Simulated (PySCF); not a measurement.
C5H7FOSi (SMILES FC1=C[SiH2]OC=CC1)

```xyz
15

F    -1.2213   -2.3110   -0.8931
C    -0.4560   -1.3516   -0.3090
C     0.8441   -1.2942   -0.5492
Si    1.8620    0.1038    0.1809
O     1.0070    1.4913    0.0735
C    -0.2825    1.7592   -0.2029
C    -1.3203    0.9553   -0.0159
C    -1.2342   -0.4268    0.5779
H     1.2756   -2.0284   -1.2121
H     3.0424    0.3768   -0.6299
H     2.1595   -0.1307    1.5968
H    -0.4117    2.7551   -0.6116
H    -2.2966    1.3121   -0.3004
H    -0.7362   -0.3722    1.5508
H    -2.2362   -0.8308    0.7224
```

Geometry: GFN2-xTB.

The calculation used PySCF, PBE0/pcSseg-1, SCF density, gas phase, non-relativistic.

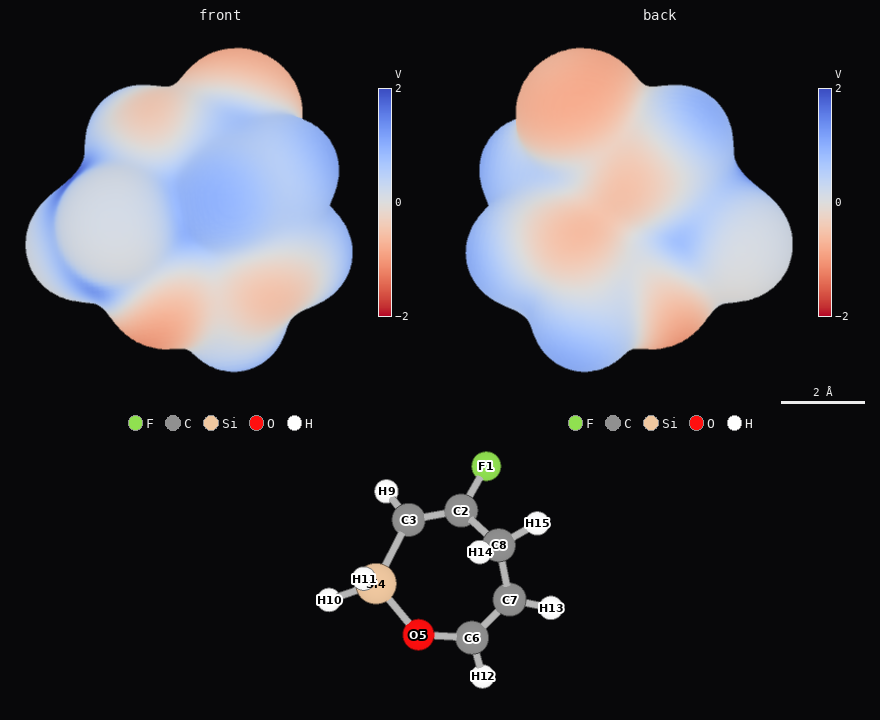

Figure 1. The molecular electrostatic potential painted on the density surface at 0.002 e/bohr³, seen from the front and from behind; red is negative and blue positive. The bare structure is drawn below in the same view.

**Which sites attract a positive test charge, and which a negative one?**

A positive charge is drawn to the negative regions and a negative charge to the positive ones. The most negative region (about −0.9 V) lies over O5, the most positive (about +1.5 V) over Si4.

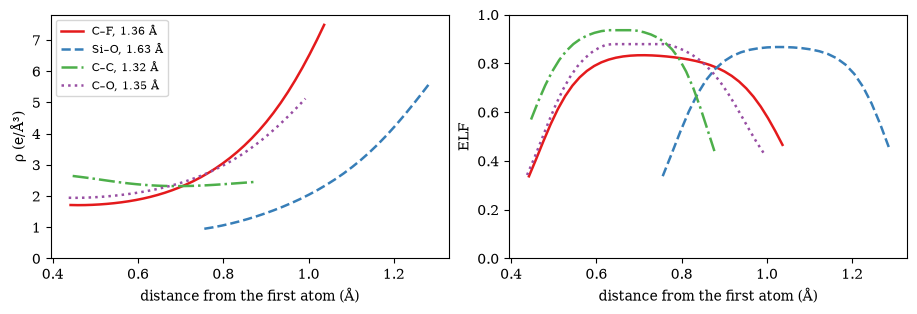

Figure 2. Total electron density and electron localisation function along straight lines between neighbouring atoms. The curves leave out the atomic cores.

**What kind of bonding do the profiles show?**

C–F (1.36 Å): the density is about 2.2 e/Å³ at the midpoint, with its minimum of 1.7 e/Å³ about 0.5 Å from C; the ELF peaks at about 0.85 between the atoms: a polar covalent bond.
Si–O (1.63 Å): ρ is about 1.1 e/Å³ halfway; the ELF peaks at about 0.85 between the atoms (a polar covalent bond).
C–C (1.32 Å): the density is about 2.3 e/Å³ at the midpoint; the ELF peaks at about 0.95 between the atoms: a short, multiple covalent bond.
C–O (1.35 Å): ρ is about 2.3 e/Å³ halfway, with its minimum of 1.9 e/Å³ about 0.5 Å from C; the ELF peaks at about 0.90 between the atoms: a polar covalent bond.
